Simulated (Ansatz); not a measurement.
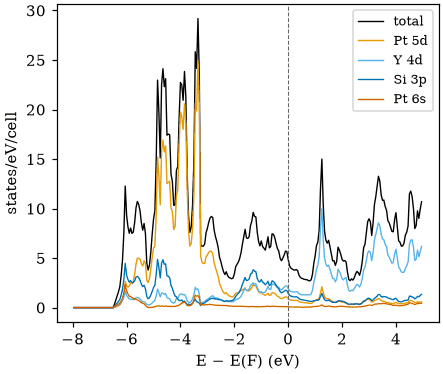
Figure. Total and projected density of states of YSiPt in space group Pnma (No. 62; Y on 4c, Si on 4c, Pt on 4c), plane-wave PAW r²SCAN (Ansatz code)

Question: Which orbitals carry the states next to the Fermi level?

Answer: Within 0.5 eV of the Fermi level: Y 4d 39 %, Si 3p 31 %, Pt 5d 19 %, outside the projected shells 6 %. Projections are on Löwdin-orthogonalised atomic valence shells; empty p or d shells of many metals are not among them.

Question: Where is the tallest occupied peak in this window, and what makes it?

Answer: Near -3.3 eV, about 29 states/eV per cell; the largest projected share is Pt 5d.

The workflow started from a Materials Project entry (that database holds measured and hypothetical structures alike); the Crystallography Open Database copy checked does not list it. With Si and Pt taken as one species the cell has the higher symmetry Imma, so it may be an ordered model of a mixed-site phase. Its standing as an ambient phase is unchecked. The cell was relaxed with r²SCAN under the symmetry of its start; its stability against distortions is not shown here. No spin polarisation was allowed. Spin–orbit coupling is left out wherever it is not named.

Potentials: the later of the program's two PAW sets.
